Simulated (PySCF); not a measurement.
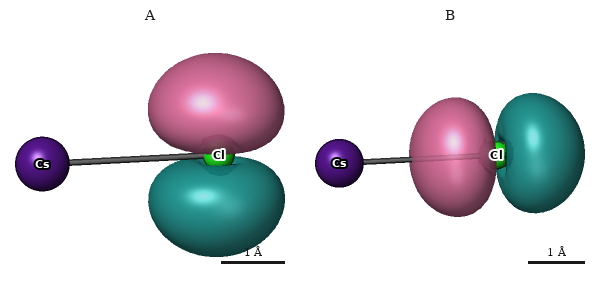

*CsCl. Two frontier orbitals, each drawn at the value that holds 80 % of its norm (teal and pink are the two phases), in no order; of a degenerate pair one member is drawn.*

Core potentials replace the inner electrons of Cs.

Method: PBE0/def2-TZVPP, non-relativistic Hamiltonian with scalar-relativistic core potentials where named, at a bond length of 2.922 Å in PySCF 2.14.0.

Name the orbitals and rank them from lowest to highest energy.

Orbital B: σ, occupied, −6.06 eV; mainly on Cl (90 %).
Orbital A: π, occupied, −5.98 eV; mainly on Cl (95 %).
